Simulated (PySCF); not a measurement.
Vertical excitations of a molecule C4H7ClSi from TDA-PBE0/def2-SVPD (PySCF), as energy in eV (oscillator strength): 4.36 (0.001), 6.40 (0.011), 6.42 (0.002), 6.45 (0.003), 6.56 (0.003), 6.86 (0.415), 7.08 (0.630), 7.14 (0.098), 7.29 (0.012), 7.41 (0.013). Lowest triplet (TDA): 3.90 eV. Geometry: B3LYP-D3(BJ)/def2-SVP. Other conformers were not sampled.

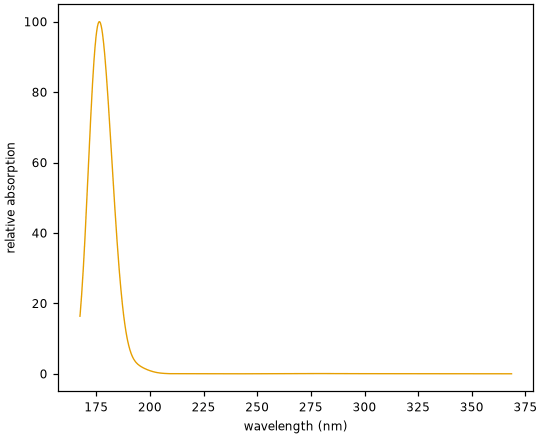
Figure: The lines broadened by 0.4 eV.

Question: Which structure fits?
(A) ClC1=C[SiH2]CC1
(B) ClC1=CC[SiH2]C1
(C) C[SiH2]C=C=CCl
(D) [SiH3]C#CCCCl

Answer: C, C[SiH2]C=C=CCl
